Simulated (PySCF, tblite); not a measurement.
# C₃H₁₁NOSi₃: geometry, infrared bands, NMR shifts and electronic excitations

Aim: predict the infrared bands, NMR shifts and electronic excitations of C₃H₁₁NOSi₃ (`CC[Si@H](O[SiH3])[SiH2]C#N`).

Computed with tblite 0.8.0 and PySCF 2.14.0, with density-fitted response routines of our own, on a single molecule in the gas phase. Atoms count from 0, in the outputs and in this text.

### Step 1. The molecule as given

19 atoms, charge 0, multiplicity 1; geometry from: force field or distance geometry start.

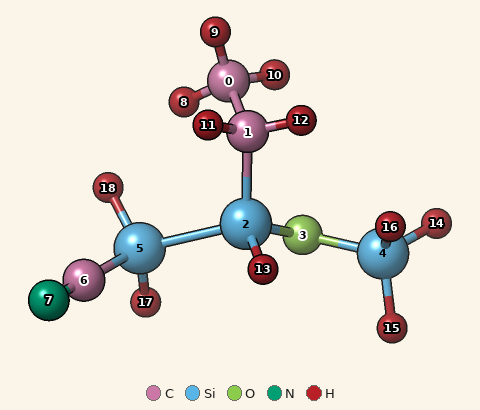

The starting geometry (carbon pink, silicon blue, oxygen green, nitrogen teal, hydrogen red), atoms numbered.

### Step 2. Optimising the geometry with GFN2-xTB

The job: settings as JSON, then the geometry in Å.

```
{"job": {"kind": "relax", "xc": "GFN2-xTB", "basis": "xTB"}, "charge": 0, "multiplicity": 1}
C      0.082300     2.273200     0.039000
C     -0.196100     1.157200    -0.955900
Si    -0.033300    -0.537800    -0.151300
O     -1.122500    -0.697100     1.160200
Si    -2.636900    -1.234800     0.609500
Si     2.041800    -0.770600     0.604200
C      3.180500    -1.441200    -0.632000
N      3.896200    -1.863700    -1.418200
H      0.964600     1.998700     0.619000
H      0.267600     3.177200    -0.574600
H     -0.821300     2.396600     0.686800
H      0.568600     1.254500    -1.768300
H     -1.240500     1.252000    -1.332800
H     -0.278200    -1.561200    -1.177400
H     -3.723400    -0.648600     1.417400
H     -2.701100    -2.676100     0.793600
H     -2.801900    -0.881900    -0.801600
H      1.993000    -1.696800     1.764600
H      2.550800     0.509600     1.110600
```

The run is started by

```
$ OMP_NUM_THREADS=1 python probes_run.py task.json out
```

The driver reads the jobs from task.json and runs them one after another.

**Question.** This job is followed by: GFN2-xTB harmonic vibrations, gas phase; PBE0-D3(BJ)/def2-SVP geometry optimisation, gas phase; GIAO PBE0/pcSseg-1 NMR shielding, non-relativistic, gas phase; TDDFT CAM-B3LYP/def2-SVPD, vertical, gas phase, core orbitals frozen in the response; GIAO WP04/pcSseg-1 NMR shielding, non-relativistic, gas phase. Predict these results of the whole session: strongest single infrared mode (GFN2-xTB); zero-point energy (GFN2-xTB); point group; rotational constants (main isotopes); 13C shifts against TMS (PBE0/pcSseg-1); 1H shifts against TMS (PBE0/pcSseg-1, means over atoms taken as alike); 29Si shifts against TMS (PBE0/pcSseg-1); 17O shifts against H2O (PBE0/pcSseg-1); 15N shifts against NH3 (PBE0/pcSseg-1); lowest singlet (CAM-B3LYP/def2-SVPD); brightest single state of those computed; lowest triplet; vertical ionisation energy (ΔSCF); range of the shift of N7.

**Answer**, as computed:

```
                                                              quantity                                         value
                             strongest single infrared mode (GFN2-xTB)                         2188 cm⁻¹, 550 km/mol
                                          zero-point energy (GFN2-xTB)                                 79.4 kcal/mol
                                                           point group                                            C1
                                  rotational constants (main isotopes)                          1.88, 0.64, 0.56 GHz
                                13C shifts against TMS (PBE0/pcSseg-1)                         123.3, 11.0, 10.1 ppm
1H shifts against TMS (PBE0/pcSseg-1, means over atoms taken as alike)  5.46, 5.02, 4.30, 4.01, 1.31, 1.25, 0.81 ppm
                               29Si shifts against TMS (PBE0/pcSseg-1)                        2.0, -36.7, -108.9 ppm
                                17O shifts against H2O (PBE0/pcSseg-1)                                      11.2 ppm
                                15N shifts against NH3 (PBE0/pcSseg-1)                                     378.3 ppm
                                  lowest singlet (CAM-B3LYP/def2-SVPD)                   6.24 eV (199 nm), f = 0.027
                              brightest single state of those computed                   state 8, 7.64 eV, f = 0.100
                                                        lowest triplet                                       5.51 eV
                                     vertical ionisation energy (ΔSCF)                                       9.92 eV
                                              range of the shift of N7                            357.5 to 378.3 ppm
```

In words: Relaxing lowered the energy by 1.043 eV in 289 steps; the close pair that moved most is Si2–Si5, from 2.221 to 2.312 Å (GFN2-xTB). All 51 modes are real, so the xTB geometry is a minimum. The strongest single mode, at 2188 cm⁻¹, moves mainly H13 and H18. Unscaled tight-binding wavenumbers are off by several per cent, some by more. Its intensities can rank the bands wrongly. The optimisation took 16 steps and gained 0.345 eV; among the close pairs (by a distance rule), Si2–O3 changed most, from 1.588 to 1.664 Å (PBE0/def2-SVP). No frequency check was run at this level, so the end point may be a saddle. The most deshielded carbon is C6 (nitrile carbon), at 123.3 ppm: typical of a nitrile. At PBE0/pcSseg-1: The widest tensor belongs to N7: span 611 ppm, with a paramagnetic part of -450 ppm. The lowest singlet, at 6.24 eV, is HOMO→LUMO 0.90 and is weak; of the 10 states computed, the strongest absorption comes from state 8 at 7.64 eV (the last state computed is bright too, and its partners may lie past the list). The lowest triplet lies 0.73 eV below the lowest singlet (triplets in Tamm-Dancoff, singlets in full TDDFT). The orbital energy would give 9.32 eV for ionisation, ΔSCF gives 9.92 eV. Across the 2 runs the shift of N7 moves most, between 357.5 (WP04/pcSseg-1) and 378.3 ppm (PBE0/pcSseg-1). Most of that comes from the computed reference, not from the atom's own shielding.
